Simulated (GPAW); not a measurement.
# Ge K-edge XANES of CsGeCl3 (R3m), part 2 of 2

Aim: the near-edge shape at the Ge K edge of CsGeCl3 (R3m), and what the core hole does to it.

GPAW 26.7.0; X-ray absorption from dipole matrix elements to empty bands, plane-wave PAW LDA.

So far. Step 2 (The field without a hole): The mesh shows a gap of 2.69 eV, so the hole is first treated in a charged cell, without the excited electron. Step 3 (Spectrum without a core hole, Ge atom 2): Main maxima below 30 eV (height): 1.8 eV (2.83) and 15.2 eV (0.83). A K edge sees empty p states on the absorber.

## (5) Spectrum with FCH, Ge atom 2

The holes are 7.7 Å apart. In GPAW the data set carries the hole's charge, so charge=0 means a charged cell and charge=-1 a neutral one. The excited electron is left out and a uniform background balances the charge. After the field has converged, empty bands are computed with the density fixed and the dipole matrix elements are summed.

Contents of xas.py:

```python
import numpy as np
from ase import Atoms
from ase.parallel import parprint, paropen
from gpaw import GPAW, PW, FermiDirac, Mixer, MixerDif, setup_paths
from gpaw.test import gen
setup_paths.insert(0, '.')
gen('Ge', name='fch1s', xcname='LDA', corehole=(1, 0, 1), write_xml=True)
from gpaw.mpi import world
world.barrier()

atoms = Atoms('Cs2Ge2Cl6',
    cell=[[-7.69363278, 0, 0],
     [3.84681639, -6.66288144, 0],
     [3.84681639, -2.22096048, 6.35660107]],
    scaled_positions=[[0.49920168, 0.50079832, 0.49760502],
     [0.99920168, 0.00079833, 0.99760502],
     [0.25776657, 0.74223343, 0.77329972],
     [0.75776657, 0.24223343, 0.27329972],
     [0.02239359, 0.52568092, 0.97103176],
     [0.52239358, 0.02568091, 0.47103176],
     [0.47431908, 0.52568092, 0.97103176],
     [0.97431908, 0.02568091, 0.47103176],
     [0.47431908, 0.97760642, 0.97103176],
     [0.97431908, 0.47760642, 0.47103176]],
    pbc=True)
atoms.calc = calc = GPAW(legacy_gpaw=True, mode=PW(430), xc='LDA', setups={2: 'fch1s'},
    kpts={'size': (3, 3, 3), 'gamma': True}, occupations=FermiDirac(0.02),
    charge=0, mixer=Mixer(0.1, 5, 50), maxiter=150,
    convergence={'density': 0.0001}, txt='scf.txt')
energy = atoms.get_potential_energy() + calc.get_reference_energy()
ef = calc.get_fermi_level()
out = dict(energy=energy, fermi=ef, forces=atoms.get_forces().tolist())
parprint(f'all-electron energy {energy:.4f} eV, Fermi level {ef:.4f} eV')
ev = np.array([[calc.get_eigenvalues(k, s) for k in range(len(calc.get_ibz_k_points()))] for s in range(calc.get_number_of_spins())])
out['homo'], out['lumo'], out['counts'] = ev[ev < ef].max(), ev[ev > ef].min(), sorted(set((ev < ef).sum((0, 2)).tolist()))
out['filled'] = (ev[:, 0] < ef).sum(1).tolist()

from ase.units import Ha
from gpaw.xas import dipole_matrix_elements
nb = int(calc.get_number_of_electrons() / 2) + 196
top, nb = nb, nb + 8 + nb // 12
nscf = calc.fixed_density(kpts={'size': (3, 3, 3), 'gamma': True}, nbands=nb,
    convergence={'bands': top, 'eigenstates': 1e-5}, maxiter=60, txt='nscf.txt')
cell = atoms.cell.array
ops = [cell.T @ U.T @ np.linalg.inv(cell.T) for U in nscf.wfs.kd.symmetry.op_scc]
filled = [34]  # bands filled in the ground state, by spin
E = np.arange(-6, 34, 0.1)
fwhm = np.interp(E, [4, 25], [1.96, 3.5])
Y, X, zero, highest = 0, 0, 1e9, 1e9
for spin in range(nscf.get_number_of_spins()):
    wfs = nscf.wfs
    A = dipole_matrix_elements(wfs.setups[2])
    eps = np.zeros((wfs.kd.nibzkpts, nb))
    d = np.zeros((3, A.shape[1], wfs.kd.nibzkpts, nb), complex)
    for kpt in wfs.kpt_u:
        if kpt.s == spin and 2 in kpt.P_ani:
            eps[kpt.k] = kpt.eps_n * Ha
            d[:, :, kpt.k] = (kpt.weight * wfs.nspins / 2) ** 0.5 * np.inner(A, kpt.P_ani[2])
    world.sum(eps)
    world.sum(d)
    T = np.einsum('amkn,bmkn->abkn', d, d.conj()).real
    T = sum(np.einsum('ai,ijkn,bj->abkn', R, T, R) for R in ops) / len(ops)
    empty = np.ones_like(eps, bool) & (np.arange(nb) >= filled[spin])
    zero, highest = min(zero, eps[empty].min()), min(highest, eps[:, top - 1].min())
    lines = [(eps, T, empty)] if spin == 0 else lines + [(eps, T, empty)]
for eps, T, empty in lines:
    f = np.einsum('aakn->akn', T).reshape(3, -1)
    x = eps.ravel() - zero
    w = np.interp(x, E, fwhm) / 2.35482
    g = np.exp(-0.5 * ((E[:, None] - x) / w) ** 2) / (w * (2 * np.pi) ** 0.5)
    Y = Y + (f * empty.ravel()) @ g.T
    X = X + (f * ~empty.ravel()) @ g.T
out.update(E=E.round(2).tolist(), xas=Y.tolist(), xes=X.tolist(), zero=zero, valid=highest - zero, nk=len(eps), nb=nb)
for i in range(0, len(E), 10):
    parprint(f'{E[i]:7.2f}', *(f'{v:10.3e}' for v in Y[:, i]))
import json
with paropen('out.json', 'w') as f:
    json.dump(out, f)
```

On the command line:

```sh
OMP_NUM_THREADS=1 mpirun -n 4 gpaw python xas.py
```

Numbers of over 12 decimals in the logs are rounded to 6 here.

The log of the run:

```text
Input parameters:
  convergence: {density: 0.0001}
  kpts: {gamma: True,
         size: (3, 3, 3)}
  maxiter: 150
  mixer: {backend: pulay,
          beta: 0.1,
          method: separate,
          nmaxold: 5,
          weight: 50}
  mode: {ecut: 430.0,
         name: pw}
  occupations: {fixmagmom: False,
                name: fermi-dirac,
                width: 0.02}
  setups: {2: fch1s}

Initialize ...

[... PAW data sets ...]

Reference energy: -601292.556619  # eV

Spin-paired calculation

[... convergence settings ...]
Symmetries present (total): 2
  [... symmetry matrices ...]

27 k-points: 3 x 3 x 3 Monkhorst-Pack grid
10 k-points in the irreducible part of the Brillouin zone
       k-points in crystal coordinates                weights
   0:     0.00000000    0.00000000    0.00000000          1/27
   1:     0.00000000    0.00000000    0.33333333          2/27
   2:     0.00000000    0.33333333   -0.33333333          2/27
   3:     0.00000000    0.33333333    0.00000000          2/27
   4:     0.00000000    0.33333333    0.33333333          2/27
   5:     0.33333333    0.00000000   -0.33333333          4/27
   6:     0.33333333    0.00000000    0.00000000          4/27
   7:     0.33333333    0.00000000    0.33333333          4/27
   8:     0.33333333    0.33333333    0.00000000          4/27
   9:     0.33333333    0.33333333    0.33333333          2/27

Wave functions: Plane wave expansion
  Cutoff energy: 430.000 eV
  Number of coefficients (min, max): 6579, 6631
  Pulay-stress correction: 0.000000 eV/Ang^3 (de/decut=0.000000)
  Using FFTW library
  Wavefunction extrapolation:
    Improved wavefunction reuse through dual PAW basis

Occupation numbers: Fermi-Dirac:
  width: 0.0200  # eV

Eigensolver
   Davidson(niter=2)

Densities:
  Coarse grid: 40*40*40 grid
  Fine grid: 80*80*80 grid
  Total Charge: 1.000000

Density mixing:
  Method: separate
  Backend: pulay
  Linear mixing parameter: 0.1
  old densities: 5
  Width of damping distribution: 1.1
  Damping of long wavelength oscillations: 50

[... Hamiltonian set-up ...]
Number of atoms: 10
Number of atomic orbitals: 42
Number of bands in calculation: 42
Number of valence electrons: 68
Bands to converge: occupied

... initialized

Initializing position-dependent things.

Density initialized from atomic densities
Creating initial wave functions:
  42 bands from LCAO basis set

               Cs

                            Cl      Cl
            Cl      Cl
                              Cle
              Cle      Cs

Atomic positions and initial magnetic moments

Positions:
   0 Cs    -0.000000   -4.441921    3.163077    ( 0.0000,  0.0000,  0.0000)
   1 Cs    -3.846816   -2.220961    6.341377    ( 0.0000,  0.0000,  0.0000)
   2 Ge     3.846816   -6.662881    4.915558    ( 0.0000,  0.0000,  0.0000)
   3 Ge    -3.846816   -2.220961    1.737257    ( 0.0000,  0.0000,  0.0000)
   4 Cl     5.585291   -5.659173    6.172462    ( 0.0000,  0.0000,  0.0000)
   5 Cl    -2.108342   -1.217252    2.994161    ( 0.0000,  0.0000,  0.0000)
   6 Cl     2.108342   -5.659173    6.172462    ( 0.0000,  0.0000,  0.0000)
   7 Cl    -5.585291   -1.217252    2.994161    ( 0.0000,  0.0000,  0.0000)
   8 Cl     3.846816   -8.670299    6.172462    ( 0.0000,  0.0000,  0.0000)
   9 Cl    -3.846816   -4.228378    2.994161    ( 0.0000,  0.0000,  0.0000)

Unit cell:
           periodic     x           y           z      points  spacing
  1. axis:    yes   -7.693633    0.000000    0.000000    40     0.1573
  2. axis:    yes    3.846816   -6.662881    0.000000    40     0.1573
  3. axis:    yes    3.846816   -2.220960    6.356601    40     0.1589

  Lengths:   7.693633   7.693633   7.754807
  Angles:   60.260612 119.739388 120.000000

Effective grid spacing dv^(1/3) = 0.1720

iter:   1   -53.368578
iter:   2   -51.896370   -1.69  -1.08
iter:   3   -50.537762   -1.47  -1.19
iter:   4   -50.342518   -2.50  -1.44
iter:   5   -50.244165   -2.66  -1.59
iter:   6   -50.225844   -3.24  -1.82
iter:   7   -50.218598c  -3.50  -2.15
iter:   8   -50.218226c  -4.49  -2.44
iter:   9   -50.216710c  -4.17  -2.55
iter:  10   -50.216635c  -5.28  -3.03
iter:  11   -50.216617c  -6.30  -3.26
iter:  12   -50.216618c  -6.09  -3.33
iter:  13   -50.216619c  -6.31  -3.44
iter:  14   -50.216620c  -7.17  -3.87
iter:  15   -50.216618c  -7.29  -3.93
iter:  16   -50.216618c  -7.47c -4.07c

Converged after 16 iterations.

Dipole moment: (0.171563, -0.099051, 33.405491) |e|*Ang

Energy contributions relative to reference atoms: (reference = -601292.556619)

Kinetic:         -3.211103
Potential:      -16.646223
External:        +0.000000
XC:             -30.276130
Entropy (-ST):   -0.000000
Local:           -0.083162
SIC:             +0.000000
--------------------------
Free energy:    -50.216618
Extrapolated:   -50.216618

Showing only first 2 kpts
 Kpt  Band  Eigenvalues  Occupancy
  0    32      0.42191    2.00000
  0    33      1.65788    2.00000
  0    34      3.24362    0.00000
  0    35      3.24362    0.00000

  1    32      0.36302    2.00000
  1    33      0.81206    2.00000
  1    34      3.89947    0.00000
[...]
Fermi level: 2.07868

Gap: 1.586 eV
Transition (v -> c):
  (s=0, k=0, n=33, [0.00, 0.00, 0.00]) -> (s=0, k=0, n=34, [0.00, 0.00, 0.00])
No difference between direct/indirect transitions

Forces in eV/Ang:
  0 Cs    0.00000   -0.00000   -0.01621
  1 Cs    0.00000    0.00000   -0.00485
  2 Ge    0.00000   -0.00000    1.45357
  3 Ge    0.00000    0.00000    0.64850
  4 Cl   -0.77667   -0.44841   -0.63682
  5 Cl    0.01902    0.01098   -0.05877
  6 Cl    0.77667   -0.44841   -0.63682
  7 Cl   -0.01902    0.01098   -0.05877
  8 Cl    0.00000    0.89682   -0.63682
  9 Cl    0.00000   -0.02196   -0.05877
Scalar-relativistic atomic LDA calculation for Ge (Germanium, Z=32)
Core hole in 1s state (1s occupation: 1.0)
600 radial gridpoints.
|------------------------------------------------|
|------------------------------------------------|
[... the atom generator's iteration count ...]

Energy contributions:
-------------------------
Kinetic:    +1710.844898
XC:           -67.597811
Potential:  -3329.726068
-------------------------
Total:      -1686.478981

state      eigenvalue         ekin         rmax
-----------------------------------------------
1s^1.0 :  -416.103699   523.355709        0.031
2s^2.0 :   -53.782400   103.896801        0.173
2p^6.0 :   -48.117020   102.755257        0.137
3s^2.0 :    -7.160435    24.110857        0.528
3p^6.0 :    -5.251718    22.074494        0.522
3d^10.0:    -1.883494    17.161147        0.474
4s^2.0 :    -0.854104     3.249899        1.605
4p^2.0 :    -0.499182     2.192049        1.892
-----------------------------------------------
(units: Bohr and Hartree)

Generating PAW setup
Kinetic energy of the core from tauc = 1717.033517
Cutoffs:
rc(s)=1.900
rc(p)=1.900
rc(d)=1.900
rc(vbar)=1.710
rc(comp)=1.900
rc(nct)=1.900

Kinetic energy of the core states: 1699.961004
Charge: 1.0
Core electrons: 27.0
Valence electrons: 4.0
Pseudo-core charge: 1.602677
Shape function alpha=2.770
Pseudo-electron charge 5.996832
state    eigenvalue         norm
--------------------------------
4s(2) :    -0.854104     1.171742
*s    :     0.145896
4p(2) :    -0.499182     1.025335
*p    :     0.500818
*d    :     0.000000
--------------------------------

Diagonalizing with gridspacing h=0.050

state   all-electron     PAW
-------------------------------
4s:      -0.854104    -0.854489
4p:      -0.499182    -0.499521
*d:                   -0.122195
*f:                   -0.020524
-------------------------------
all-electron energy -601342.7732 eV, Fermi level 2.0787 eV
[...]
31.00  1.224e-07  1.224e-07  1.242e-07
  32.00  1.191e-07  1.191e-07  1.208e-07
  33.00  1.126e-07  1.126e-07  1.174e-07
```

It took 3.4 min on 4 MPI ranks of Arm Neoverse V1, shared host; peak memory 0.39 GiB.

The Ge K spectrum, Ge atom 2, full core hole (charged cell) (energy from the lowest empty level; intensity scaled to a mean of 1 over the first 20 eV; polarised curves are means over the symmetry-equivalent atoms):

| E (eV) | isotropic | ε ⊥ c | ε ∥ c |
| --- | --- | --- | --- |
| -2.0 | 0.05 | 0.05 | 0.05 |
| -0.5 | 2.05 | 2.10 | 1.94 |
| 1.0 | 4.67 | 4.84 | 4.33 |
| 2.5 | 1.15 | 1.17 | 1.11 |
| 4.0 | 0.87 | 0.89 | 0.82 |
| 5.5 | 0.33 | 0.34 | 0.32 |
| 7.0 | 0.31 | 0.32 | 0.27 |
| 8.5 | 0.52 | 0.53 | 0.49 |
| 10.0 | 0.57 | 0.48 | 0.74 |
| 11.5 | 0.61 | 0.54 | 0.76 |
| 13.0 | 0.70 | 0.74 | 0.63 |
| 14.5 | 0.86 | 0.93 | 0.73 |
| 16.0 | 0.90 | 0.94 | 0.81 |
| 17.5 | 0.73 | 0.72 | 0.76 |
| 19.0 | 0.71 | 0.68 | 0.78 |
| 20.5 | 0.75 | 0.74 | 0.75 |
| 22.0 | 0.72 | 0.73 | 0.69 |
| 23.5 | 0.63 | 0.64 | 0.62 |
| 25.0 | 0.59 | 0.60 | 0.58 |
| 26.5 | 0.58 | 0.56 | 0.60 |
| 28.0 | 0.61 | 0.57 | 0.68 |
| 29.5 | 0.71 | 0.69 | 0.77 |
| 31.0 | 0.79 | 0.79 | 0.80 |

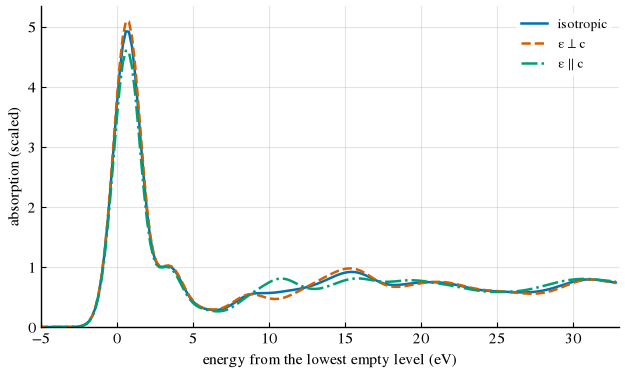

The Ge K edge, Ge atom 2, full core hole (charged cell): main maxima at 0.6 and 15.4 eV.

Main maxima below 30 eV (height): 0.6 eV (4.92) and 15.4 eV (0.92). 

## (6) What the core hole does

Both curves are counted from their own zero, so only the shift of weight within the empty states shows.

```csv
E (eV),no hole,FCH
-2.0,0.02,0.05
-1.0,0.30,0.83
0.0,1.26,3.67
1.0,2.36,4.67
2.0,2.83,1.89
3.0,2.27,1.00
4.0,1.38,0.87
5.0,0.60,0.43
6.0,0.40,0.29
7.0,0.49,0.31
8.0,0.59,0.45
9.0,0.58,0.56
10.0,0.55,0.57
11.0,0.60,0.59
12.0,0.70,0.64
13.0,0.77,0.70
14.0,0.81,0.81
15.0,0.83,0.90
16.0,0.81,0.90
17.0,0.78,0.78
18.0,0.78,0.70
19.0,0.78,0.71
20.0,0.74,0.74
21.0,0.71,0.75
22.0,0.70,0.72
23.0,0.68,0.66
24.0,0.63,0.61
25.0,0.58,0.59
26.0,0.56,0.58
27.0,0.57,0.58
28.0,0.63,0.61
29.0,0.71,0.67
30.0,0.77,0.75
31.0,0.77,0.79
```

With each curve scaled to its own mean, the area from −2 to 6 eV with the hole is 13.5 against 11.2, and the centre of weight from −1 to 20 eV moves by -1.0 eV: the hole pulls the absorber's empty states down.

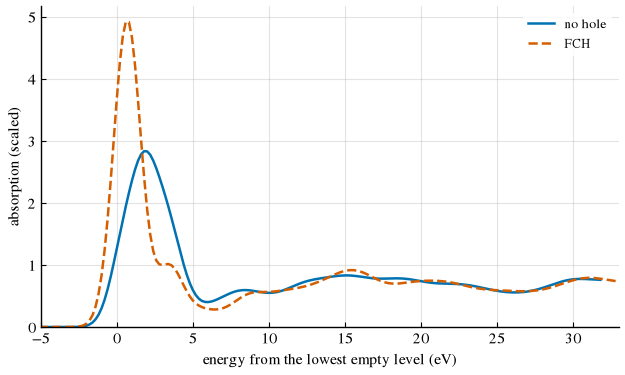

The Ge K edge with and without the core hole, each from its own zero; the highest intensity below 24 eV lies at 0.6 eV with the hole.

## (7) Results

| Item | Value |
| --- | --- |
| absorber and edge | Ge K, atom 2 of the ground-state input (counted from 1) |
| surroundings | 3 Cl at 2.37 Å (pyramidal, site symmetry 3m) |
| highest intensity below 24 eV | 0.6 eV above the zero, height 4.92 |

**Reading.** The Ge K edge of atom 2, with 3 Cl at 2.37 Å (pyramidal, site symmetry 3m), has its highest intensity of the first 24 eV at 0.6 eV above the zero, 4.9 times the mean level of the first 20 eV (Gaussian full width 1.96 eV up to 4 eV, rising linearly to 3.5 eV at 25 eV). With each curve scaled to its own mean, the area from −2 to 6 eV with the hole is 13.5 against 11.2, and the centre of weight from −1 to 20 eV moves by -1.0 eV: the hole pulls the absorber's empty states down. At the Ge K edge of atom 2 polarisation matters most near 0.8 eV, where the curves differ by 0.5 on this scale. The script folds with a Gaussian, whereas the core hole's own line is a Lorentzian, so the onset is too steep and the first peak too high. The mesh is coarse (0.33 Å⁻¹ between points), so small maxima may be mesh ripples. Lifetime broadening is put in by hand, and intensities beyond about 20 eV depend on it and on the partial waves; weight that the partial waves miss at high energy is lost. The structure is a computed Materials Project entry and may be a hypothetical form.

[Banner, clock and machine lines of the logs are left out without a mark of their own.]

[Logs are printed without paths, hosts, clocks, repeated set-up lines and the standing remarks that a program may print on its own settings, such as how far it seeks lower states.]

[Hosts, paths, dates, database ids (printed as entryN), source tags and the programs' standing remarks are cut or masked in the printed files.]

[Lists of maxima count a maximum above −3 eV only where it reaches 4 % of the highest in the window and stands out from its surroundings by 2 % of it (1.5 % where it reaches 55 %); shoulders and weaker maxima are passed over, and of the rest the first, up to two pre-edge ones and the few strongest are named.]
